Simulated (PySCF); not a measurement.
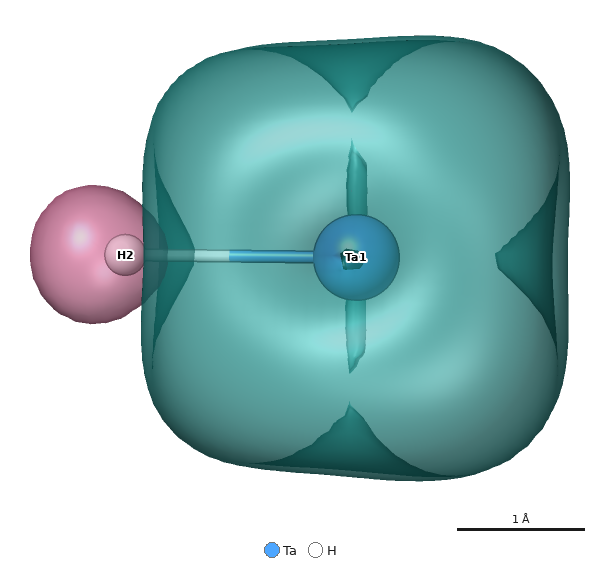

Figure 1: TaH (charge −1, quartet). Isosurfaces of the spin density (α minus β) at +0.015 (teal) and −0.015 e/Å³ (pink), seen from one side.

Core potentials replace the inner electrons of Ta.

The calculation used PBE0/def2-TZVPPD, non-relativistic Hamiltonian with scalar-relativistic core potentials where named, at a bond length of 1.837 Å (PySCF).

> Describe the spin distribution.

The unpaired spin (3 electrons) lies mostly on Ta1 (about 3.0), in electrons by Hirshfeld's partition.
